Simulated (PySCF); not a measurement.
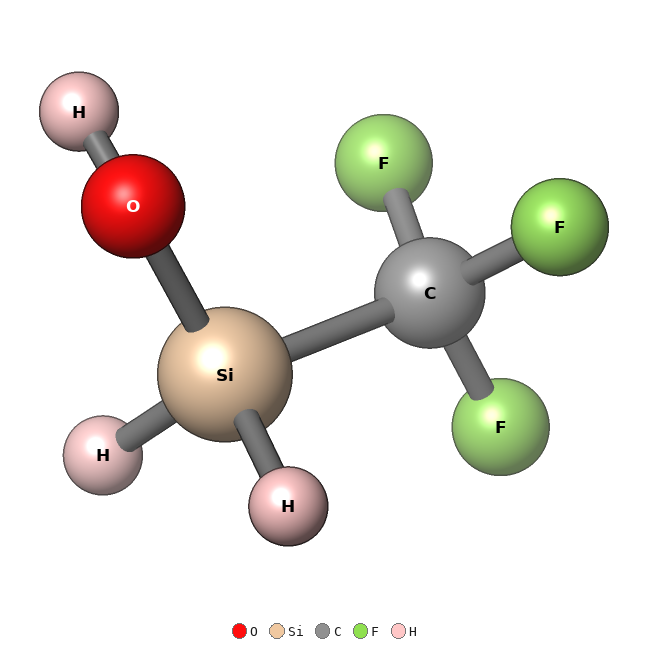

Orthographic view. Depth is shown by fading: the farther an atom, the more it takes the colour of the background. The geometry was computed by an optimisation with PBE0-D3(BJ)/def2-SVP. No frequency run is at hand to confirm it as a minimum.

Question: Write the InChI string.

Answer: InChI=1S/CH3F3OSi/c2-1(3,4)6-5/h5H,6H2
